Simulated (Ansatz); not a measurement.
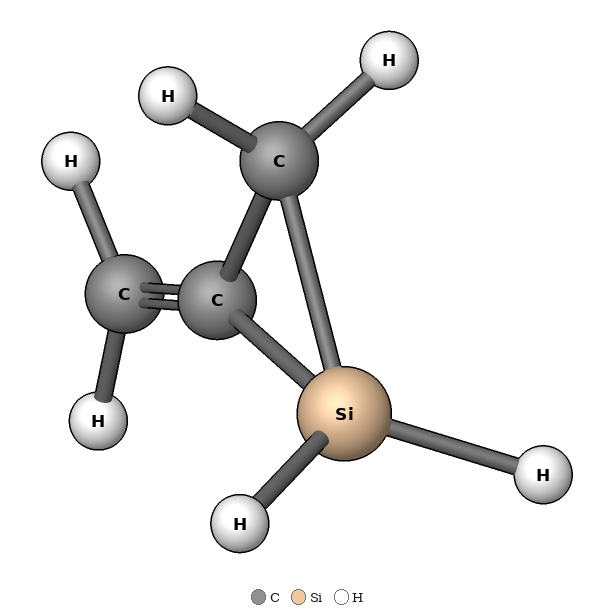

Harmonic vibrations computed with RKS PBE0-D4/def2-TZVP (Ansatz 0.2.0) at a stationary point of the same level.

**How many imaginary frequencies does it have?**

A minimum: no imaginary frequency, and the lowest mode lies at 165 cm⁻¹.

**How many vibrational modes are there, and where do they lie?**

24 modes: 165, 311, 449, 518, 615, 650, 676, 693, 800, 886, 947, 966, 968, 1038, 1117, 1393, 1448, 1760, 2249, 2268, 3097, 3122, 3172, 3210 cm⁻¹.
